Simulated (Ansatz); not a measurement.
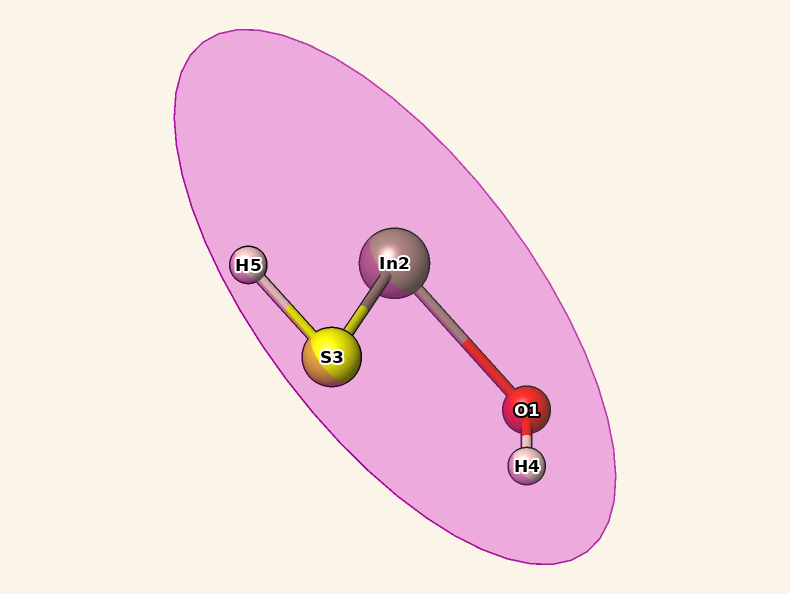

A disc through the centre of mass is drawn in. Depth is shown by fading: the farther an atom, the more it takes the colour of the background. Charge −1, singlet. Computed geometry: PBE-D4/def2-SVPD optimisation. No frequency run is at hand to confirm it as a minimum.

Question: Is the plane of the disc a mirror plane of the structure?

Answer: Yes. The reflection leaves O1, In2, S3, H4, H5 in place. The point group is Cs.
